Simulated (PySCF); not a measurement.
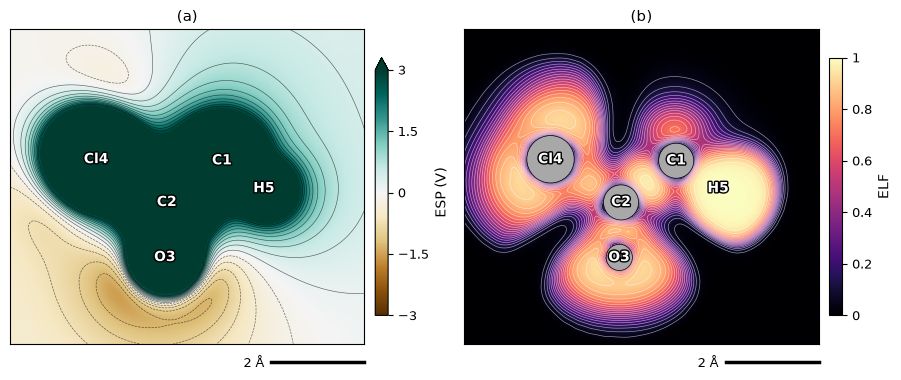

Figure. C$_{2}$H$_{3}$ClO (acetyl chloride). (a) electrostatic potential; (b) ELF on the plane of atoms C2, C1 and H5. Grey discs cover the atomic cores in the ELF map.

Geometry: GFN2-xTB.

All numbers below come from PBE0/pcSseg-1, SCF density, gas phase, non-relativistic in PySCF 2.14.0.

```json
{"atom": "C", "x (Å)": "-0.6808", "y (Å)": "-0.0643", "z (Å)": "0.0657"}
{"atom": "C", "x (Å)": "0.7467", "y (Å)": "0.3060", "z (Å)": "-0.1161"}
{"atom": "O", "x (Å)": "1.2168", "y (Å)": "1.3720", "z (Å)": "-0.3189"}
{"atom": "Cl", "x (Å)": "1.8080", "y (Å)": "-1.1143", "z (Å)": "0.0064"}
{"atom": "H", "x (Å)": "-1.3019", "y (Å)": "0.8240", "z (Å)": "-0.0204"}
{"atom": "H", "x (Å)": "-0.8165", "y (Å)": "-0.5232", "z (Å)": "1.0428"}
{"atom": "H", "x (Å)": "-0.9690", "y (Å)": "-0.7953", "z (Å)": "-0.6865"}
```

Describe what can be read from this map.

Answer. The plane passes through C, O, Cl and H nuclei.
C–O (1.18 Å): the ELF peaks at about 0.85 between the atoms (a multiple bond).
C–C (1.49 Å): the ELF peaks at about 0.95 between the atoms; a shared electron pair.
C–Cl (1.78 Å): the ELF peaks at about 0.85 between the atoms; a shared electron pair.
C–H (1.09 Å): the ELF climbs to about 1 towards the hydrogen, as it does in any bond to H; an ordinary covalent bond to hydrogen.
The ELF also peaks beside O3 and Cl4, away from the bonds: lone-pair regions.
Outside the dense part of the molecule the potential is most negative (−1.5 V) near O3.
